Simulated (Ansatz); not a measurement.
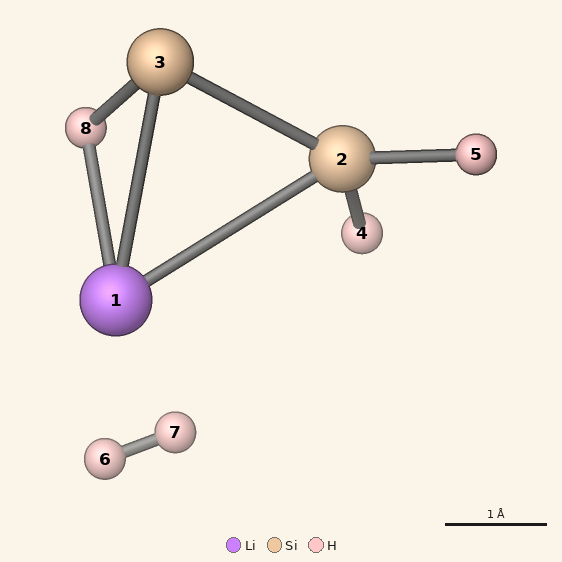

Orthographic view. Distant atoms are faded towards the background colour. Computed geometry: PBE0-D4/def2-TZVP optimisation. No frequency run is at hand to confirm it as a minimum.

Write the connection table.

Li1: Si2, Si3, H8
Si2: Li1, Si3, H4, H5
Si3: Li1, Si2, H8
H4: Si2
H5: Si2
H6: H7
H7: H6
H8: Li1, Si3
